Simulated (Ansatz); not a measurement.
Starting cell, WSe₂ (2H-MoS2 type, space group P6_3/mmc):

```
WSe2
1.0
    3.29952     0.00000     0.00000
   -1.64976     2.85747     0.00000
    0.00000     0.00000    13.14745
W Se
2 4
Cartesian
  0.00000   1.90498   3.28686
  1.64976   0.95249   9.86059
  0.00000   1.90498   8.19536
  1.64976   0.95249   1.62163
  1.64976   0.95249   4.95209
  0.00000   1.90498  11.52582
```

In this cell atom 5 (Se, nearest neighbour W at 2.530 Å; its periodic images, 3.3 Å or more away, move with it) is moved by s towards the nearest neighbour, unit vector (0.000, -0.753, -0.658); all other atoms and the cell stay fixed.

Level of theory: r2SCAN+rVV10 (plane waves to 500 eV, PAW, scalar-relativistic; Ansatz, a first-principles code). k mesh 9×9×2 (Γ-centred), Fermi-Dirac smearing 0.05 eV. Energies are smeared free energies. Left out: 1 of 11 points, with atoms too close for the PAW data. Spin-orbit coupling is left out, though W is heavy. The PAW data are Ansatz's earlier set. WSe2 is run without spin polarisation. WSe2 was relaxed with its symmetry unable to fall. The zero of ΔE is the undisplaced structure.

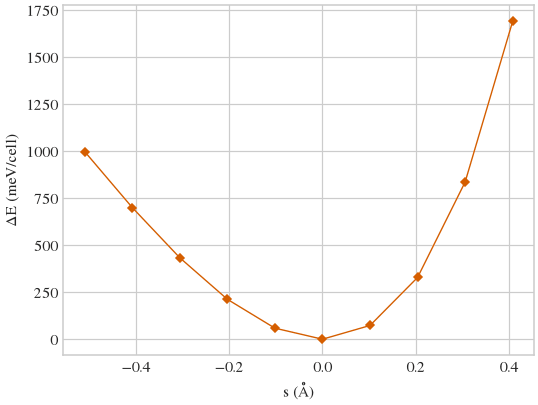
Fig. 1. ΔE (meV/cell) against s (Å); computed points joined by lines.

Is the energy the same for displacements of ±0.408 Å, and if not, which side lies higher?

Not even: the positive side lies higher at ±0.408 Å.

What is the energy change at s = 0.408 Å?

About 1700 meV/cell.

(For displaced atoms, the force is minus the slope of the energy, and its curvature is a force constant, which sets phonon frequencies.)
